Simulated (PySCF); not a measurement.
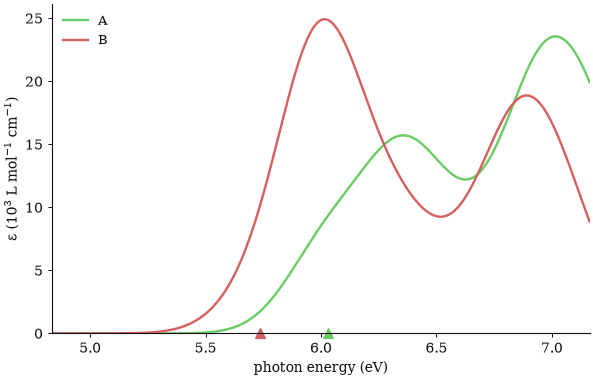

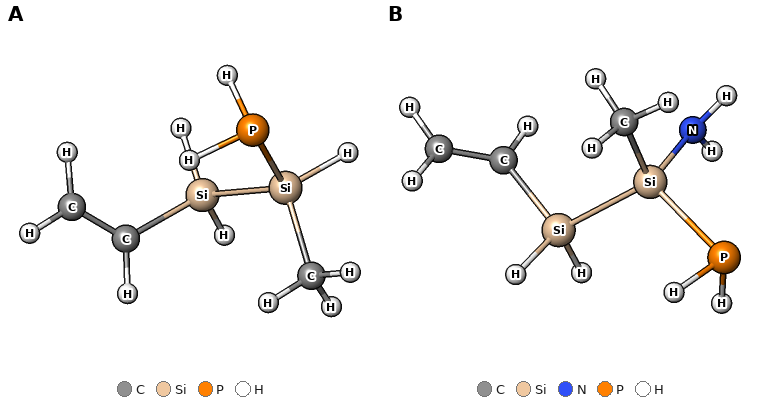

Related molecules: A is C₃H₁₁PSi₂, SMILES C=C[SiH2][Si@H](C)P; B is C₃H₁₂NPSi₂, SMILES C=C[SiH2][Si@](C)(N)P. Vertical TDDFT absorption, CAM-B3LYP/def2-SVPD with PySCF, at a GFN2-xTB geometry (no frequency check); Gaussians of 1/e half-width 0.25 eV, triangles mark S1, and the range ends where the computed states of one molecule run out.

How does the lowest singlet move?

Answer. A: 6.03 eV (f = 0.106, mainly HOMO → LUMO (85 %)); B: 5.73 eV (f = 0.042, mixed, the largest part being HOMO → LUMO (39 %)). From A to B it shifts 0.30 eV to the red.

And the brightest state of each within the range drawn?

Answer. A: S2 at 6.35 eV, f = 0.20; B: S2 at 6.00 eV, f = 0.34.

Caveats, for all or some of the runs: core orbitals are frozen in the response; one conformer of a flexible molecule; the tight-binding geometry is rougher than a DFT one and adds to the error.
